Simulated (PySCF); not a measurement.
**RuNH: single-point calculation**

RuNH, computed with RKS-based HSE06, Ru def2-TZVP with ECP28, N def2-TZVP, H def2-TZVP; non-relativistic Hamiltonian with a scalar-relativistic core potential; density fitting (PySCF 2.14.0).

The geometry comes from this level: PBE0.

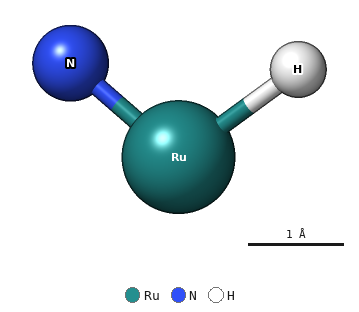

Fig. 1: The structure as given in the input (ball-and-stick view, seen at a tilt). Sticks mark near contacts. Bond lengths as drawn: H–Ru 1.63 Å and N–Ru 1.55 Å.

## The input
```python
from pyscf import gto, scf, dft
mol = gto.M(atom='''
Ru     0.132756     0.000000    -0.124850
N     -1.070751     0.000000     0.847944
H      1.467121     0.000000     0.816283''',
    basis={'Ru': 'def2-TZVP', 'N': 'def2-TZVP', 'H': 'def2-TZVP'},
    ecp={'Ru': 'def2-TZVP'},
    charge=0, spin=0)
mf = dft.RKS(mol, xc='HSE06')
mf.grids.atom_grid = (75, 302)
aux = {'Ru': 'def2-universal-JKFIT', 'N': 'def2-universal-JKFIT', 'H': 'def2-universal-JKFIT'}
mf = mf.density_fit(auxbasis=aux)
mf.conv_tol = 1e-09
mf.diis_space = 10
mf.max_cycle = 60
mf.verbose = 4
mf.kernel()
```

The script is an equivalent of the set-up of the self-consistent field. The run itself was carried out by a driver, which started from the orbitals of the step before it where there was one and computed the further properties.

Hardware: 2 threads of Intel Xeon (Sapphire Rapids), 16 GiB of memory available, shared host.

Run as:
```bash
OMP_NUM_THREADS=2 python axn.py task.json out
```

## Output
```
init E= -150.11160720844
  HOMO = -0.205836073719885  LUMO = -0.127051840273699  gap/eV = 2.14383
cycle= 1 E= -150.111620298895  delta_E= -1.31e-05  |g|= 0.0116  |ddm|= 0.0306
  HOMO = -0.208522198533686  LUMO = -0.128343557953441  gap/eV = 2.18177
cycle= 2 E= -150.111143777794  delta_E= 0.000477  |g|= 0.0529  |ddm|= 0.0281
  HOMO = -0.206934549324695  LUMO = -0.1277120498605  gap/eV = 2.15575
cycle= 3 E= -150.111642782345  delta_E= -0.000499  |g|= 0.00301  |ddm|= 0.0228
  HOMO = -0.20673766531303  LUMO = -0.127576771935702  gap/eV = 2.15408
cycle= 4 E= -150.111644443258  delta_E= -1.66e-06  |g|= 0.000466  |ddm|= 0.00257
  HOMO = -0.206770249955438  LUMO = -0.127619590548955  gap/eV = 2.15380
cycle= 5 E= -150.111644475277  delta_E= -3.2e-08  |g|= 0.000188  |ddm|= 0.000557
  HOMO = -0.206757559086498  LUMO = -0.127603140756554  gap/eV = 2.15390
cycle= 6 E= -150.111644502469  delta_E= -2.72e-08  |g|= 8.27e-05  |ddm|= 0.000337
  HOMO = -0.206760751034121  LUMO = -0.127608761914782  gap/eV = 2.15384
cycle= 7 E= -150.111644589144  delta_E= -8.67e-08  |g|= 3.88e-05  |ddm|= 0.000302
  HOMO = -0.206766145394212  LUMO = -0.127614294040644  gap/eV = 2.15383
cycle= 8 E= -150.111644590859  delta_E= -1.71e-09  |g|= 7.17e-06  |ddm|= 0.000196
  HOMO = -0.206765954825432  LUMO = -0.127614032166578  gap/eV = 2.15383
Extra cycle  E= -150.111644590755  delta_E= 1.04e-10  |g|= 2.84e-05  |ddm|= 2.65e-05
converged SCF energy = -150.111644590755
```

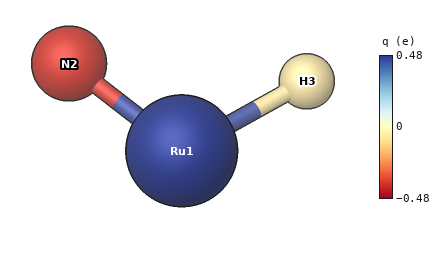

Fig. 2: Mulliken charges, as the colour of each atom (ball-and-stick view, seen at a tilt; atoms are numbered from 1 in the order of the input). By element: Ru +0.46, N −0.38 and H −0.08 e.

## Summary

```csv
quantity,value
outcome,converged
total energy,−150.111645 hartree
HOMO,−5.63 eV
LUMO,−3.47 eV
dipole moment,3.31 D
wall time,4.6 s (CPU time 9.6 s)
peak memory,0.74 GiB
```

## Notes

The run takes a singlet; with an open-shell metal another spin state may lie lower.
